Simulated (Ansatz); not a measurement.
**H₃S+ (triplet): correlated methods under varied settings at distance S1–H3 = 1.520 Å**

Aim: run H₃S+ (triplet) at one geometry under a spread of methods and options, and see what each costs and gives.

Method: the settings change from run to run; program: Ansatz 0.2.0, Gaussian basis.

23 further runs of the same task are left out: 1 for a mislabelled method, 16 that didn't finish, 6 set aside as unsound or not needed.

## 1. What is computed

The geometry derives from a PBE0/def2-TZVP stationary point (not a proven minimum). One bond is set to the value named and the two fragments are kept rigid.

4 atoms, charge 1, spin multiplicity 3.

Atoms are counted from 1 here; the program's logs count them from 0.

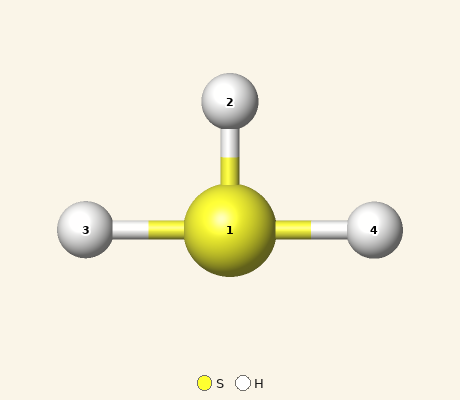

The structure; sulfur yellow, hydrogen white; atoms are numbered from 1 in the order of the file.

## 2. CCSD on ROHF/cc-pVDZ

File in.yaml:

```yaml
crystal:
  periodic: [false, false, false]
  atoms:
    - {symbol: S, position_ang: [0.000000, -0.039104, 0.000000]}
    - {symbol: H, position_ang: [0.000000, 1.318376, 0.000000]}
    - {symbol: H, position_ang: [0.000000, -0.037193, 1.520127]}
    - {symbol: H, position_ang: [0.000000, -0.037193, -1.520127]}
basis:
  gaussian: {orbitals: cc-pVDZ}
total_charge: 1
magnetization: {spin_polarized: false, initial_magnetization: 2}
hamiltonian: {pseudopotentials: {relativity: scalar}}
correlation: {method: ccsd, electrons: outside_noble_gas}
scf: {lower_state_search: light}
output: {forces: true}
```

On the command line:

```sh
> ansatz run in.yaml --threads 1 --pin off --events-out ev --progress --plain --max-ram 2393MiB
```

The program printed, shortened:

```text
Functional definition: HF
  name "HF"
  cite "Fock, Z. Phys. 61, 126 (1930) doi:10.1007/BF01340294"
  parent pbe
[...]
325 factors; integrals over basis functions are off by at most 1.4e-3 eV
[...]
mean field -10878.20086480 eV, -399.7665082722 hartree, gradient 8.0e-6 eV, S^2 2.000000; 0 other end points of the search recorded, 0 dependent functions left out
5 core orbitals not correlated: weight in the atoms' cores, before any rotation towards them, 1.000 or more for the frozen orbitals, at most 0.000 for the correlated occupied ones
reference -10878.20086480 eV, -399.7665082722 hartree; 5, 3 occupied and 23, 25 virtual orbitals, 325 factors
second order -3.64547281 eV of doubles, -0.19575710 eV of singles
cycle   1  -4.37185124 eV  change   -5.2e-1 eV  update   5.2e-2
[...]
cycle  11  -4.57495968 eV  change    2.7e-7 eV  update   6.7e-7
[...]
Total energy: -10882.77582449 eV, -399.9346349395 hartree
Relativity: scalar
Atom 0 at     0.000000    -0.039104     0.000000 Å, force     0.000000    -0.167225     0.000000 eV/Å
Atom 1 at     0.000000     1.318376     0.000000 Å, force    -0.000000     0.193931     0.000000 eV/Å
Atom 2 at     0.000000    -0.037193     1.520127 Å, force     0.000000    -0.013353     0.288135 eV/Å
Atom 3 at     0.000000    -0.037193    -1.520127 Å, force    -0.000000    -0.013353    -0.288135 eV/Å
Dipole moment:    -0.000000     0.216100    -0.000000 e Å
```

It took 2.8 s on 1 thread of AMD EPYC, shared host.

From the report: correlation -4.5750 eV; T1 0.024; largest double amplitude 0.09.

## 3. CCSD(T) on UHF/cc-pVDZ

in.yaml, as its differences from that of step 2:

```diff
@@ -10,6 +10,4 @@
 total_charge: 1
-magnetization: {spin_polarized: false, initial_magnetization: 2}
-hamiltonian: {pseudopotentials: {relativity: scalar}}
-correlation: {method: ccsd, electrons: outside_noble_gas}
+magnetization: {spin_polarized: true, initial_magnetization: 2}
+correlation: {method: ccsd_t, electrons: outside_noble_gas}
 scf: {lower_state_search: light}
-output: {forces: true}
```

The command is unchanged.

The program printed, shortened:

```text
Functional definition: HF
  name "HF"
  cite "Fock, Z. Phys. 61, 126 (1930) doi:10.1007/BF01340294"
  parent pbe
[...]
325 factors; integrals over basis functions are off by at most 1.4e-3 eV
[...]
mean field -10852.44784141 eV, -398.8201021185 hartree, gradient 5.7e-6 eV, S^2 2.049277; 0 other end points of the search recorded, 0 dependent functions left out
5 core orbitals not correlated: weight in the atoms' cores, before any rotation towards them, 1.000 or more for the frozen orbitals, at most 0.000 for the correlated occupied ones
reference -10852.44784141 eV, -398.8201021185 hartree; 5, 3 occupied and 23, 25 virtual orbitals, 325 factors
second order -3.38397136 eV of doubles, -0.00000000 eV of singles
cycle   1  -3.93316026 eV  change   -5.5e-1 eV  update   5.7e-2
[...]
cycle   9  -4.19474262 eV  change    5.3e-6 eV  update   7.0e-6
perturbative correction -0.09818928 eV, -0.0036083894 hartree
Total energy: -10856.74077331 eV, -398.9778644560 hartree
```

Wall time 2 s (1 thread of AMD EPYC, shared host).

From the report: ⟨S²⟩ of the determinant 2.049 (pure triplet: 2.00); correlation -4.2929 eV; T1 0.017; largest double amplitude 0.09.

## 4. MRCISD+Q(relaxed)(6,4)/cc-pVDZ

in.yaml, as its differences from that of step 3:

```diff
@@ -10,4 +10,4 @@
 total_charge: 1
-magnetization: {spin_polarized: true, initial_magnetization: 2}
-correlation: {method: ccsd_t, electrons: outside_noble_gas}
-scf: {lower_state_search: light}
+magnetization: {spin_polarized: false, initial_magnetization: 2}
+correlation: {method: fic_mrcisd_q_relaxed, electrons: outside_noble_gas, active_space: {window: {electrons: 6, orbitals: 4}}}
+accuracy: high
```

Launched as before.

The program printed, shortened:

```text
Functional definition: HF
  name "HF"
  cite "Fock, Z. Phys. 61, 126 (1930) doi:10.1007/BF01340294"
  parent pbe
[...]
684 factors; integrals over basis functions are off by at most 3.9e-9 eV
[...]
mean field -10852.06652987 eV, -398.8060891778 hartree, gradient 4.9e-8 eV, S^2 2.000000; 0 other end points of the search recorded, 0 dependent functions left out
reference -10852.06652987 eV, -398.8060891778 hartree; 10, 8 occupied and 23, 25 virtual orbitals, 684 factors
state -10852.06652987 eV, -398.8060891778 hartree
contracted CI cycle   1: correlation 0.00000000 eV, 0.0000000000 hartree, residual 1.64e1 eV
contracted CI cycle   2: correlation -4.18883517 eV, -0.1539368534 hartree, residual 2.72e0 eV
contracted CI cycle   3: correlation -4.33200144 eV, -0.1591981167 hartree, residual 7.45e-1 eV
contracted CI cycle   4: correlation -4.34209150 eV, -0.1595689195 hartree, residual 2.16e-1 eV
contracted CI cycle   5: correlation -4.34298589 eV, -0.1596017876 hartree, residual 5.88e-2 eV
contracted CI cycle   6: correlation -4.34305321 eV, -0.1596042615 hartree, residual 1.77e-2 eV
contracted CI cycle   7: correlation -4.34305984 eV, -0.1596045051 hartree, residual 5.93e-3 eV
contracted CI cycle   8: correlation -4.34306059 eV, -0.1596045329 hartree, residual 1.98e-3 eV
contracted CI cycle   9: correlation -4.34306067 eV, -0.1596045357 hartree, residual 5.82e-4 eV
contracted CI cycle  10: correlation -4.34306067 eV, -0.1596045359 hartree, residual 1.56e-4 eV
contracted CI cycle  11: correlation -4.34306067 eV, -0.1596045359 hartree, residual 4.43e-5 eV
contracted CI cycle  12: correlation -4.34306067 eV, -0.1596045359 hartree, residual 1.20e-5 eV
contracted CI cycle  13: correlation -4.34306067 eV, -0.1596045359 hartree, residual 2.78e-6 eV
state -10852.06652987 eV, -398.8060891778 hartree; corrected -10856.77209955 eV, -398.9790156740 hartree
WARN: 2 active orbitals are nearly empty or full. The corrections depend on them more than the energy does, and are more stable in an active space without them
Total energy: -10856.77209955 eV, -398.9790156740 hartree
```

Run time: 4.3 s. Hardware: 1 thread of AMD EPYC, shared host.

From the report: 4 determinants; active occupations 2.00, 2.00, 1.00, 1.00. The report marks this result as in doubt.

## 5. NEVPT4(SD)(8,6)/cc-pVDZ

in.yaml, as its differences from that of step 4:

```diff
@@ -11,3 +11,2 @@
 magnetization: {spin_polarized: false, initial_magnetization: 2}
-correlation: {method: fic_mrcisd_q_relaxed, electrons: outside_noble_gas, active_space: {window: {electrons: 6, orbitals: 4}}}
-accuracy: high
+correlation: {method: fic_nevpt4_sd, electrons: valence, active_space: {window: {electrons: 8, orbitals: 6}}}
```

Launched as before.

The program printed, shortened:

```text
Functional definition: HF
  name "HF"
  cite "Fock, Z. Phys. 61, 126 (1930) doi:10.1007/BF01340294"
  parent pbe
[...]
325 factors; integrals over basis functions are off by at most 1.4e-3 eV
[...]
mean field -10852.06650093 eV, -398.8060881143 hartree, gradient 8.5e-6 eV, S^2 2.000000; 0 other end points of the search recorded, 0 dependent functions left out
reference -10852.06650093 eV, -398.8060881143 hartree; 10, 8 occupied and 23, 25 virtual orbitals, 325 factors
state -10852.91092256 eV, -398.8371200367 hartree
state -10852.91092256 eV, -398.8371200367 hartree; corrected -10856.66560093 eV, -398.9751019219 hartree
state -10852.60970430 eV, -398.8260504701 hartree
state -10852.60970430 eV, -398.8260504701 hartree; corrected -10856.66171014 eV, -398.9749589382 hartree
state -10852.91092256 eV, -398.8371200367 hartree; corrected -10856.66560093 eV, -398.9751019219 hartree
Total energy: -10856.66560093 eV, -398.9751019219 hartree
```

Run time: 4.3 s. Hardware: 1 thread of AMD EPYC, shared host.

From the report: 48 determinants; active occupations 2.00, 2.00, 1.96, 1.00, 1.00, 0.04.

## 6. BCCD/6-31G

in.yaml, as its differences from that of step 5:

```diff
@@ -8,5 +8,9 @@
 basis:
-  gaussian: {orbitals: cc-pVDZ}
+  gaussian: {orbitals: 6-31G}
 total_charge: 1
 magnetization: {spin_polarized: false, initial_magnetization: 2}
-correlation: {method: fic_nevpt4_sd, electrons: valence, active_space: {window: {electrons: 8, orbitals: 6}}}
+hamiltonian: {xc: {name: PBE}}
+correlation: {method: bccd, electrons: valence}
+accuracy: high
+scf: {omitted_lower_state_checks: [cluster_reference]}
+output: {forces: true}
```

The command is unchanged.

The program printed, shortened:

```text
Functional definition: PBE
  name "PBE"
  cite "Perdew, Burke & Ernzerhof, Phys. Rev. Lett. 77, 3865 (1996) doi:10.1103/PhysRevLett.77.3865"
  parent pbe
[...]
402 factors; integrals over basis functions are off by at most 3.9e-9 eV
[...]
mean field -10864.13365305 eV, -399.2495477754 hartree, gradient 1.2e-8 eV, S^2 2.000000; 0 other end points of the search recorded, 0 dependent functions left out
5 core orbitals not correlated: weight in the atoms' cores, before any rotation towards them, 1.000 or more for the frozen orbitals, at most 0.000 for the correlated occupied ones
reference -10849.27640246 eV, -398.7035538868 hartree; 5, 3 occupied and 9, 11 virtual orbitals, 402 factors
second order -1.57025901 eV of doubles, -0.24496006 eV of singles
cycle   1  -2.19324240 eV  change   -3.8e-1 eV  update   5.2e-2
[...]
cycle  21  -2.36839444 eV  change   7.8e-10 eV  update  4.1e-10
[...]
Total energy: -10851.64479690 eV, -398.7905907771 hartree
Atom 0 at     0.000000    -0.039104     0.000000 Å, force    -0.000000    -0.485591     0.000000 eV/Å
Atom 1 at     0.000000     1.318376     0.000000 Å, force    -0.000000     0.875840    -0.000000 eV/Å
Atom 2 at     0.000000    -0.037193     1.520127 Å, force    -0.000000    -0.195124     1.520029 eV/Å
Atom 3 at     0.000000    -0.037193    -1.520127 Å, force    -0.000000    -0.195124    -1.520029 eV/Å
Dipole moment:    -0.000000     0.299745     0.000000 e Å
Checks for a lower state left out: cluster_reference
```

Run time: 8 s. Hardware: 1 thread of AMD EPYC, shared host.

From the report: correlation -2.3684 eV; largest double amplitude 0.13.

## 7. BCCD(T) on UHF/cc-pVDZ

File in.yaml:

```yaml
crystal:
  periodic: [false, false, false]
  atoms:
    - {symbol: S, position_ang: [0.000000, -0.039104, 0.000000]}
    - {symbol: H, position_ang: [0.000000, 1.318376, 0.000000]}
    - {symbol: H, position_ang: [0.000000, -0.037193, 1.520127]}
    - {symbol: H, position_ang: [0.000000, -0.037193, -1.520127]}
basis:
  gaussian: {orbitals: cc-pVDZ}
total_charge: 1
magnetization: {spin_polarized: true, initial_magnetization: 2}
correlation: {method: bccd_t, electrons: outside_noble_gas}
scf: {lower_state_search: light}
output: {forces: true}
```

The command is unchanged.

The program printed, shortened:

```text
Functional definition: HF
  name "HF"
  cite "Fock, Z. Phys. 61, 126 (1930) doi:10.1007/BF01340294"
  parent pbe
[...]
325 factors; integrals over basis functions are off by at most 1.4e-3 eV
[...]
mean field -10852.44784141 eV, -398.8201021185 hartree, gradient 5.7e-6 eV, S^2 2.049277; 0 other end points of the search recorded, 0 dependent functions left out
5 core orbitals not correlated: weight in the atoms' cores, before any rotation towards them, 1.000 or more for the frozen orbitals, at most 0.000 for the correlated occupied ones
reference -10852.44784141 eV, -398.8201021185 hartree; 5, 3 occupied and 23, 25 virtual orbitals, 325 factors
second order -3.38397136 eV of doubles, -0.00000000 eV of singles
cycle   1  -3.95016973 eV  change   -5.7e-1 eV  update   5.7e-2
[...]
cycle  10  -4.19121213 eV  change   -3.9e-6 eV  update   2.3e-6
perturbative correction -0.10228730 eV, -0.0037589891 hartree
[...]
Total energy: -10856.74134084 eV, -398.9778853124 hartree
Atom 0 at     0.000000    -0.039104     0.000000 Å, force     0.000000    -0.226359    -0.000000 eV/Å
Atom 1 at     0.000000     1.318376     0.000000 Å, force    -0.000000     0.243895     0.000000 eV/Å
Atom 2 at     0.000000    -0.037193     1.520127 Å, force    -0.000000    -0.008768     0.316562 eV/Å
Atom 3 at     0.000000    -0.037193    -1.520127 Å, force     0.000000    -0.008768    -0.316562 eV/Å
Dipole moment:    -0.000000     0.216371    -0.000000 e Å
```

It took 4.7 s on 1 thread of AMD EPYC, shared host.

From the report: ⟨S²⟩ of the determinant 2.049 (pure triplet: 2.00); correlation -4.2935 eV; largest double amplitude 0.09.

## 8. NEVPT2(6,5)/cc-pVDZ

in.yaml, as its differences from that of step 7:

```diff
@@ -10,5 +10,4 @@
 total_charge: 1
-magnetization: {spin_polarized: true, initial_magnetization: 2}
-correlation: {method: bccd_t, electrons: outside_noble_gas}
-scf: {lower_state_search: light}
+magnetization: {spin_polarized: false, initial_magnetization: 2}
+correlation: {method: sc_nevpt2, electrons: outside_noble_gas, active_space: {window: {electrons: 6, orbitals: 5}, states: [{multiplicity: 3, weights: [1, 1, 0.5, 1]}], root: 2}}
 output: {forces: true}
```

Launched as before.

The program printed, shortened:

```text
Functional definition: HF
  name "HF"
  cite "Fock, Z. Phys. 61, 126 (1930) doi:10.1007/BF01340294"
  parent pbe
[...]
622 factors; integrals over basis functions are off by at most 2.1e-7 eV
[...]
mean field -10852.06652985 eV, -398.8060891770 hartree, gradient 8.4e-6 eV, S^2 2.000000; 0 other end points of the search recorded, 0 dependent functions left out
reference -10852.06652985 eV, -398.8060891770 hartree; 10, 8 occupied and 23, 25 virtual orbitals, 622 factors
state -10852.71336524 eV, -398.8298599392 hartree
state -10848.26811750 eV, -398.6665000981 hartree
state -10847.80776992 eV, -398.6495826362 hartree
state -10846.33808867 eV, -398.5955728466 hartree
state -10852.71336524 eV, -398.8298599392 hartree; corrected -10855.94363310 eV, -398.9485700934 hartree
state -10848.26811750 eV, -398.6665000981 hartree; corrected -10851.76799476 eV, -398.7951182151 hartree
state -10847.80776992 eV, -398.6495826362 hartree; corrected -10851.17209566 eV, -398.7732193270 hartree
state -10846.33808867 eV, -398.5955728466 hartree; corrected -10849.64897523 eV, -398.7172456834 hartree
[...]
Total energy: -10851.17209566 eV, -398.7732193270 hartree
Atom 0 at     0.000000    -0.039104     0.000000 Å, force     0.000000     0.280580    -0.000000 eV/Å
Atom 1 at     0.000000     1.318376     0.000000 Å, force     0.000000    -0.191475     0.000000 eV/Å
Atom 2 at     0.000000    -0.037193     1.520127 Å, force     0.000000    -0.044552     3.590310 eV/Å
Atom 3 at     0.000000    -0.037193    -1.520127 Å, force    -0.000000    -0.044552    -3.590310 eV/Å
Dipole moment:     0.000000     0.219796     0.000000 e Å
```

Wall time 3.6 s (1 thread of AMD EPYC, shared host).

From the report: 24 determinants; active occupations (of the averaged states) 1.71, 1.71, 1.43, 0.94, 0.21.

## 9. HF/cc-pVDZ

in.yaml, as its differences from that of step 8:

```diff
@@ -11,3 +11,3 @@
 magnetization: {spin_polarized: false, initial_magnetization: 2}
-correlation: {method: sc_nevpt2, electrons: outside_noble_gas, active_space: {window: {electrons: 6, orbitals: 5}, states: [{multiplicity: 3, weights: [1, 1, 0.5, 1]}], root: 2}}
-output: {forces: true}
+hamiltonian: {xc: hf}
+output: {forces: true, orbitals: {seedname: orbitals}}
```

Same command.

The program printed, shortened:

```text
Functional definition: HF
  name "HF"
  cite "Fock, Z. Phys. 61, 126 (1930) doi:10.1007/BF01340294"
  parent pbe
[...]
325 factors; integrals over basis functions are off by at most 1.4e-3 eV
[...]
mean field -10852.06650093 eV, -398.8060881143 hartree, gradient 1.4e-5 eV, S^2 2.000000; 0 other end points of the search recorded, 0 dependent functions left out
[...]
reference -10852.06650093 eV, -398.8060881143 hartree; 10, 8 occupied and 23, 25 virtual orbitals, 325 factors
Total energy: -10852.06650093 eV, -398.8060881143 hartree
Atom 0 at     0.000000    -0.039104     0.000000 Å, force     0.000000     0.504310     0.000000 eV/Å
Atom 1 at     0.000000     1.318376     0.000000 Å, force     0.000000    -0.243611     0.000000 eV/Å
Atom 2 at     0.000000    -0.037193     1.520127 Å, force    -0.000000    -0.130349    -0.186901 eV/Å
Atom 3 at     0.000000    -0.037193    -1.520127 Å, force    -0.000000    -0.130349     0.186901 eV/Å
Dipole moment:     0.000000     0.228651     0.000000 e Å
```

It took 1.2 s on 1 thread of AMD EPYC, shared host.

## 10. HF/aug-cc-pVDZ

in.yaml, as its differences from that of step 9:

```diff
@@ -8,3 +8,3 @@
 basis:
-  gaussian: {orbitals: cc-pVDZ}
+  gaussian: {orbitals: aug-cc-pVDZ}
 total_charge: 1
@@ -12,2 +12,4 @@
 hamiltonian: {xc: hf}
-output: {forces: true, orbitals: {seedname: orbitals}}
+accuracy: high
+scf: {lower_state_search: off}
+output: {orbitals: {seedname: orbitals}}
```

The command is unchanged.

The program printed:

```text
Functional definition: HF
  name "HF"
  cite "Fock, Z. Phys. 61, 126 (1930) doi:10.1007/BF01340294"
  parent pbe
  exchange = exact_x
  correlation = 0
these checks for a lower state are left out or cut short: stability, starts, cluster_reference, orbital_swaps, neighbouring_geometries, increment
1052 factors; integrals over basis functions are off by at most 3.6e-9 eV
mean field evaluation 1: about -10851.6792 eV, gradient 9.2e0 eV
mean field evaluation 2: about -10851.6802 eV, gradient 9.2e0 eV
mean field evaluation 4: about -10852.1699 eV, gradient 7.6e-1 eV
mean field evaluation 8: about -10852.1750 eV, gradient 5.0e-5 eV
mean field -10852.17501026 eV, -398.8100757587 hartree, gradient 3.8e-8 eV, S^2 2.000000; 0 other end points of the search recorded, 0 dependent functions left out
reference -10852.17501026 eV, -398.8100757587 hartree; 10, 8 occupied and 44, 46 virtual orbitals, 1052 factors
Total energy: -10852.17501026 eV, -398.8100757587 hartree
Checks for a lower state left out: stability, starts, cluster_reference, orbital_swaps, neighbouring_geometries, increment
```

Wall time 2 s (1 thread of AMD EPYC, shared host).

## 11. The runs in one table

Where basis and cores are those of an earlier UCCSDT(Q)/cc-pVDZ run (-10856.7665 eV), and the state is the same kind, the miss against it is given. † marks a result that the program doubts.

```csv
level,correlated,functions,energy (eV),from UCCSDT(Q) (meV),time
CCSD on ROHF/cc-pVDZ (relativity set),outside noble gas,33,-10882.7758,,2.8 s
CCSD(T) on UHF/cc-pVDZ,outside noble gas,33,-10856.7408,25.7,2 s
"MRCISD+Q(relaxed)(6,4)/cc-pVDZ †",outside noble gas,33,-10856.7721,-5.6,4.3 s
"NEVPT4(SD)(8,6)/cc-pVDZ",valence,33,-10856.6656,,4.3 s
BCCD/6-31G (on PBE orbitals),valence,19,-10851.6448,,8 s
BCCD(T) on UHF/cc-pVDZ,outside noble gas,33,-10856.7413,25.1,4.7 s
"NEVPT2(6,5)/cc-pVDZ (excited root 2 of an average)",outside noble gas,33,-10851.1721,,3.6 s
HF/cc-pVDZ,,33,-10852.0665,4700.0,1.2 s
HF/aug-cc-pVDZ,,54,-10852.1750,,2 s
```

## 12. What came out

| quantity | value |
| --- | --- |
| runs | 9 |
| quickest | HF/cc-pVDZ, 1.2 s |
| slowest | BCCD/6-31G (on PBE orbitals), 8 s |

Total energies in different bases, with other cores or another treatment of relativity can't be set against each other. BCCD/6-31G (on PBE orbitals) took 7 times as long as HF/cc-pVDZ; the jobs differ in more than the method. Among the correlated runs with a miss given, it spans -6 to +26 meV. Hartree-Fock, CASSCF and CASCI lack dynamic correlation by design.
